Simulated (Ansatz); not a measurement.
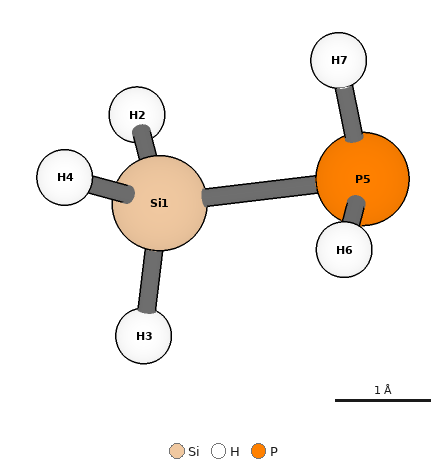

Fig. 1: The input geometry (ball-and-stick view, seen at a tilt; atoms are numbered from 1 in the order of the input).

# Run report: SiPH5, geometry relaxation

System: SiPH5.
Method: RKS PBE0-D4/def2-TZVP (Ansatz 0.2.0).

Figures and captions count atoms from 1; the log counts them from 0 in places.

### The input
```yaml
crystal:
  periodic: [false, false, false]
  atoms:
    - {symbol: Si, position_ang: [-0.451448, 0.895569, -0.109981]}
    - {symbol: H, position_ang: [-0.759867, 0.546086, -1.520750]}
    - {symbol: H, position_ang: [-1.563910, 0.431098, 0.758399]}
    - {symbol: H, position_ang: [-0.330740, 2.372579, 0.007080]}
    - {symbol: P, position_ang: [1.417770, -0.212814, 0.493657]}
    - {symbol: H, position_ang: [1.587923, 0.536147, 1.688999]}
    - {symbol: H, position_ang: [2.275000, 0.632210, -0.261151]}
basis:
  gaussian: {orbitals: def2-TZVP}
hamiltonian: {xc: pbe0, dispersion: d4}
relax: {f_tol: 0.005, max_steps: 200}
```

Machine: 2 CPU threads, shared host.

Launch command:
```bash
ansatz run in.yaml --threads 2 --pin off --events-out ev --progress --plain --max-ram 4352MiB
```

### The program's output
```
Functional definition: PBE0
  name "PBE0"
  cite "Adamo & Barone, J. Chem. Phys. 110, 6158 (1999) doi:10.1063/1.478522"
  cite "Perdew, Burke & Ernzerhof, Phys. Rev. Lett. 77, 3865 (1996) doi:10.1103/PhysRevLett.77.3865"
  parent pbe
  parameter a = 0.25
  parameter kappa = 0.804
  parameter beta = 0.06672455060314922
  exchange = (1 - a)*pbe_x(kappa = kappa, mu = beta*pi^2/3) + a*exact_x
  correlation = pbe_c(beta = beta)
770 factors; their error is unknown
mean field evaluation 1: about -17240.6745 eV, gradient 1.2e1 eV
mean field evaluation 2: about -17241.0238 eV, gradient 8.0e0 eV
mean field evaluation 4: about -17241.1945 eV, gradient 3.2e-1 eV
mean field evaluation 8: about -17241.2373 eV, gradient 4.2e-3 eV
mean field -17241.23727186 eV, -633.6037832105 hartree, gradient 3.1e-5 eV, S^2 0.000000; 0 other end points of the search recorded, 0 dependent functions left out
the calculation of the forces begins
reference -17241.23730182 eV, -633.6037843116 hartree; 17, 17 occupied and 87, 87 virtual orbitals, 770 factors
relax step   1: F+E_penalty+E_count = -17241.33791550 eV  Δ(F+E_penalty+E_count) = +0.000e0 eV  max|allowed force component| = 2.370e-2 eV/Å  Δτ_max = 0.0000 Å  (22 SCF iters, accepted)
these checks for a lower state are left out or cut short: starts, cluster_reference, orbital_swaps, neighbouring_geometries, increment
770 factors; their error is unknown
mean field evaluation 16: about -17241.2373 eV, gradient 6.3e-5 eV
mean field -17241.23727879 eV, -633.6037834653 hartree, gradient 2.1e-5 eV, S^2 0.000000; 0 other end points of the search recorded, 0 dependent functions left out
the calculation of the forces begins
reference -17241.23730874 eV, -633.6037845659 hartree; 17, 17 occupied and 87, 87 virtual orbitals, 770 factors
relax step   2: F+E_penalty+E_count = -17241.33792953 eV  Δ(F+E_penalty+E_count) = -1.404e-5 eV  max|allowed force component| = 1.202e-2 eV/Å  Δτ_max = 0.0042 Å  (20 SCF iters, accepted)
these checks for a lower state are left out or cut short: starts, cluster_reference, orbital_swaps, neighbouring_geometries, increment
770 factors; their error is unknown
mean field -17241.23731788 eV, -633.6037849016 hartree, gradient 7.0e-5 eV, S^2 0.000000; 0 other end points of the search recorded, 0 dependent functions left out
the calculation of the forces begins
reference -17241.23734783 eV, -633.6037860024 hartree; 17, 17 occupied and 87, 87 virtual orbitals, 770 factors
relax step   3: F+E_penalty+E_count = -17241.33796123 eV  Δ(F+E_penalty+E_count) = -3.170e-5 eV  max|allowed force component| = 2.874e-3 eV/Å  Δτ_max = 0.0016 Å  (17 SCF iters, accepted)
770 factors; their error is unknown
mean field evaluation 32: about -17241.2373 eV, gradient 1.9e-2 eV
```

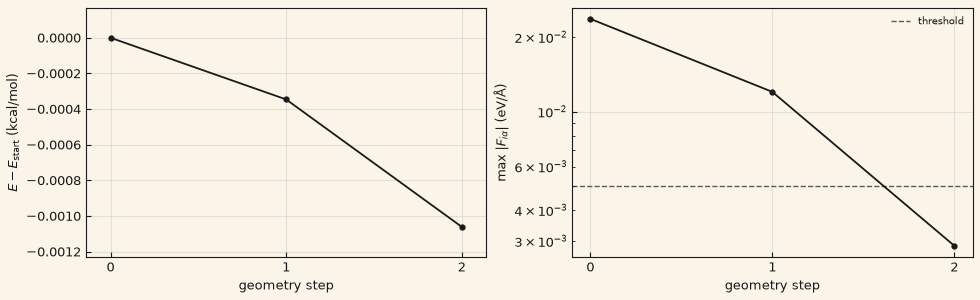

Fig. 2: Progress of the relaxation, step by step (the first geometry is step 0 here and step 1 in the log). The atoms keep their places after the best rigid fit (all moves are under 0.005 Å). After 2 geometry steps the energy has fallen by next to nothing (0.0 kcal/mol). The largest force component goes from 0.024 to 0.0029 eV/Å.

```
mean field -17241.23731788 eV, -633.6037849016 hartree, gradient 7.0e-5 eV, S^2 0.000000; 1 other end points of the search recorded, 0 dependent functions left out
the calculation of the forces begins
reference -17241.23734783 eV, -633.6037860024 hartree; 17, 17 occupied and 87, 87 virtual orbitals, 770 factors
Total energy: -17241.33799119 eV, -633.6074845775 hartree
Atom 0 at    -0.449939     0.896350    -0.109433 Å, force     0.002510     0.000756     0.000867 eV/Å
Atom 1 at    -0.759280     0.545986    -1.520040 Å, force    -0.000296    -0.000696    -0.000931 eV/Å
Atom 2 at    -1.563069     0.431223     0.758229 Å, force    -0.000901    -0.000674     0.000586 eV/Å
Atom 3 at    -0.332992     2.373744     0.006275 Å, force    -0.000270    -0.000149    -0.000194 eV/Å
Atom 4 at     1.417863    -0.214316     0.493593 Å, force    -0.002874     0.000234    -0.001014 eV/Å
Atom 5 at     1.587817     0.535782     1.688343 Å, force     0.000699     0.000094     0.000918 eV/Å
Atom 6 at     2.274328     0.632106    -0.260714 Å, force     0.001133     0.000436    -0.000233 eV/Å
Dipole moment:     0.018427     0.139751     0.013411 e Å
```

### Trajectory as extended XYZ (Å, eV, eV/Å), 3 frames, from step=1 to step=3
```
7
Properties=species:S:1:pos:R:3:forces:R:3 step=1 energy=-17241.33792
Si   -0.4514    0.8956   -0.1100    0.0237   0.0116   0.0078
H    -0.7599    0.5461   -1.5208   -0.0029  -0.0024  -0.0031
H    -1.5639    0.4311    0.7584   -0.0048  -0.0026   0.0010
H    -0.3307    2.3726    0.0071   -0.0091   0.0006  -0.0032
P     1.4178   -0.2128    0.4937   -0.0045  -0.0167  -0.0018
H     1.5879    0.5361    1.6890   -0.0007   0.0044  -0.0016
H     2.2750    0.6322   -0.2612   -0.0017   0.0051   0.0008
7
Properties=species:S:1:pos:R:3:forces:R:3 step=2 energy=-17241.33793
Si   -0.4488    0.8970   -0.1091   -0.0047  -0.0088  -0.0016
H    -0.7581    0.5459   -1.5194   -0.0013   0.0003  -0.0031
H    -1.5617    0.4311    0.7584   -0.0034   0.0003   0.0016
H    -0.3342    2.3746    0.0059    0.0056  -0.0013   0.0017
P     1.4180   -0.2155    0.4936   -0.0082   0.0120  -0.0027
H     1.5867    0.5357    1.6878    0.0051  -0.0014   0.0037
H     2.2729    0.6321   -0.2610    0.0069  -0.0012   0.0003
7
Properties=species:S:1:pos:R:3:forces:R:3 step=3 energy=-17241.33796
Si   -0.4499    0.8963   -0.1094    0.0025   0.0008   0.0009
H    -0.7593    0.5460   -1.5200   -0.0003  -0.0007  -0.0009
H    -1.5631    0.4312    0.7582   -0.0009  -0.0007   0.0006
H    -0.3330    2.3737    0.0063   -0.0003  -0.0001  -0.0002
P     1.4179   -0.2143    0.4936   -0.0029   0.0002  -0.0010
H     1.5878    0.5358    1.6883    0.0007   0.0001   0.0009
H     2.2743    0.6321   -0.2607    0.0011   0.0004  -0.0002
```

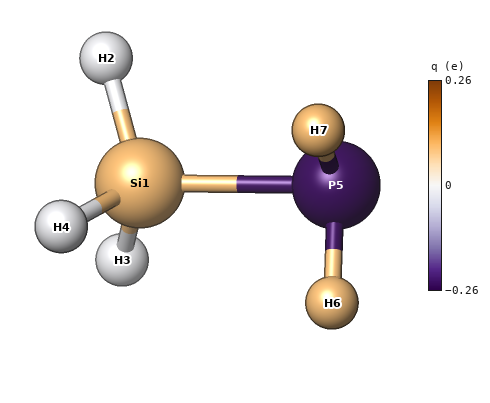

Fig. 3: Mulliken charges, as the colour of each atom (ball-and-stick view, seen at a tilt; atoms are numbered from 1 in the order of the input). By element: Si +0.10, H −0.01 to +0.09 and P −0.25 e.

### Summary

```json
{"quantity": "outcome", "value": "converged"}
{"quantity": "total energy", "value": "−17241.3380 eV"}
{"quantity": "mean-field energy", "value": "−17241.2373 eV"}
{"quantity": "dispersion energy", "value": "−0.1006 eV"}
{"quantity": "SCF solution under orbital rotations", "value": "stable"}
{"quantity": "largest force (length of the vector) at the end", "value": "0.003 eV/Å"}
{"quantity": "dipole moment", "value": "0.68 D"}
{"quantity": "wall time", "value": "3.8 s (CPU time 6.8 s)"}
{"quantity": "peak memory", "value": "0.44 GiB"}
```
